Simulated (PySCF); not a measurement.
**Cl3H4NSi2 (SMILES [SiH3]N[Si](Cl)(Cl)Cl): density, localisation and related maps**

```xyz
10

Si   -0.2620    0.9715   -1.0136
N     0.2779    0.4062    0.4967
Si    0.1140   -1.2091    1.1688
Cl    0.8592    2.5953   -1.5581
Cl   -2.2309    1.5412   -1.0126
Cl   -0.0721   -0.5237   -2.4013
H     0.7794    1.0914    1.0564
H     0.0217   -1.0755    2.6516
H    -1.1303   -1.8169    0.6207
H     1.2764   -2.0844    0.8349
```

Geometry: PBE0-D3(BJ)/def2-SVP.

Theory: PBE0/pcSseg-2, SCF density, gas phase, non-relativistic (PySCF).

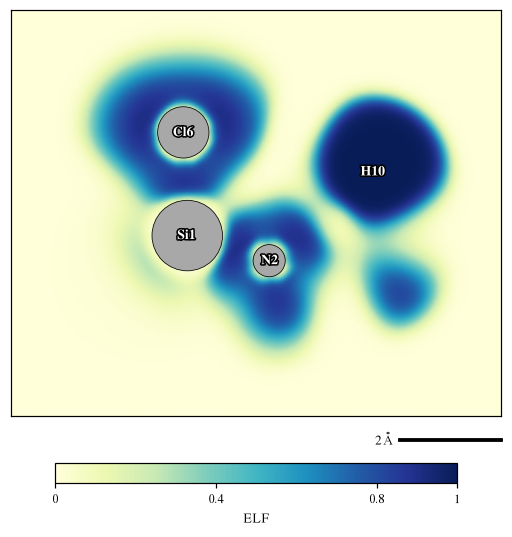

Figure 1. ELF on the plane of atoms N2, Si1 and Cl6. Grey discs cover the atomic cores.

Question: What does the map show?

Answer:
- Atoms in the plane: Si, N, Cl and H.
- Si–N (1.70 Å): the ELF peaks at about 0.90 between the atoms (a shared but strongly polarised pair).
- Si–Cl (2.05 Å): the ELF peaks at about 0.85 between the atoms, as expected for a shared but strongly polarised pair.
- The ELF also peaks beside Cl6, away from the bonds: lone-pair regions.

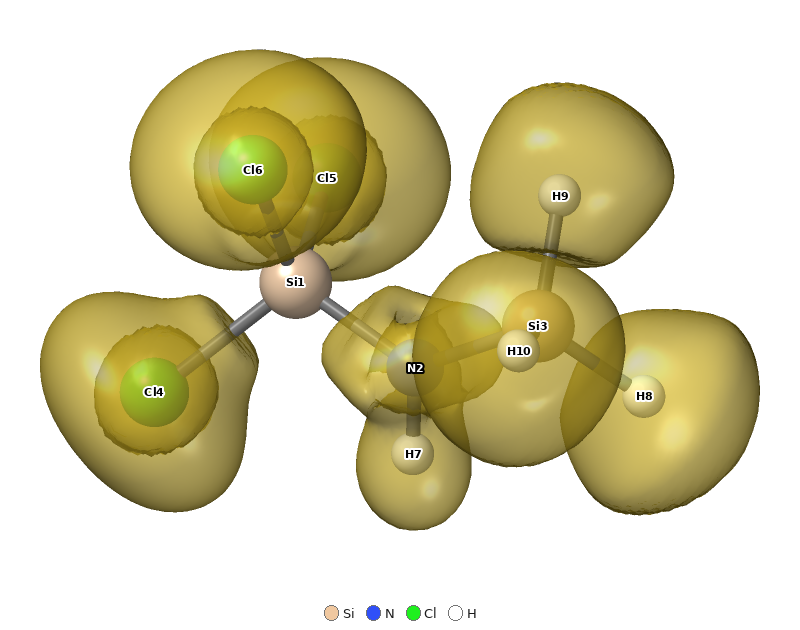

Figure 2. Isosurface of the electron localisation function at 0.75 (yellow), seen at a tilt. Only the valence region is drawn (cores and ρ < 0.01 e/Å³ removed).

Question: Where are the electrons localised?

Answer: At this value the surface marks out three regions around hydrogen nuclei, three regions on Cl in which the atom's valence shell and bonds are merged and one joined region spread over several atoms (H, N), in which their bonds and any lone pairs are merged.

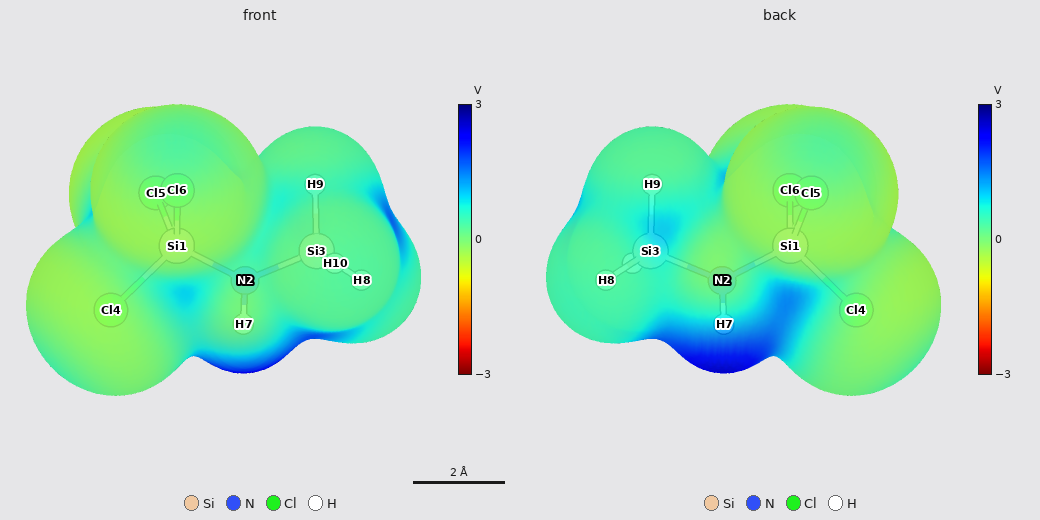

Figure 3. The electrostatic potential painted on the density surface at 0.002 e/bohr³, seen from the front and from behind; the colour scale runs from red (negative) to blue (positive).

Question: Describe the electrostatic potential map.

Answer: The most negative region (about −0.3 V) lies over Cl5 and Cl6, the most positive (about +2.5 V) over H7. Cl4 shows a σ-hole: about +0.4 V at the tip opposite its bond, against about 0.0 V on its flanks. Cl5 shows a σ-hole: about +0.3 V at the tip opposite its bond, against about −0.2 V on its flanks.
